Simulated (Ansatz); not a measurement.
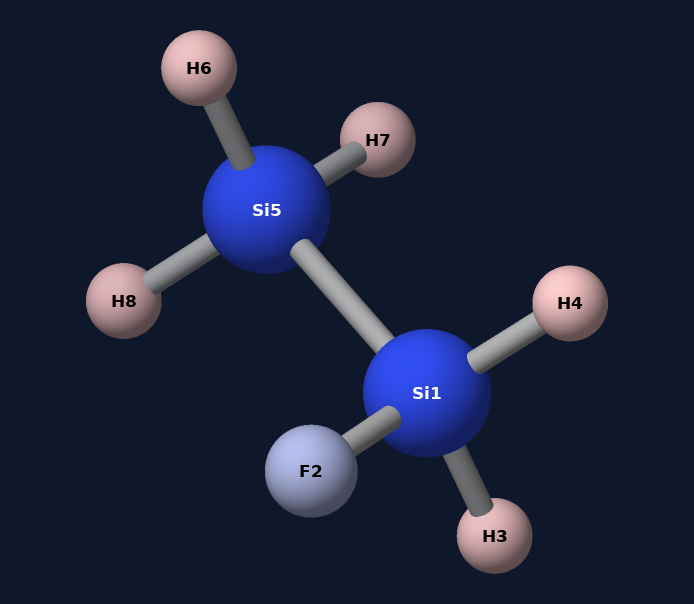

The geometry was computed by an optimisation with PBE0-D4/def2-TZVP.

Give the bond lengths.

| bond | length (Å) |
| --- | --- |
| Si1–F2 | 1.607 |
| Si1–H3 | 1.486 |
| Si1–H4 | 1.486 |
| Si1–Si5 | 2.342 |
| Si5–H6 | 1.487 |
| Si5–H7 | 1.489 |
| Si5–H8 | 1.487 |
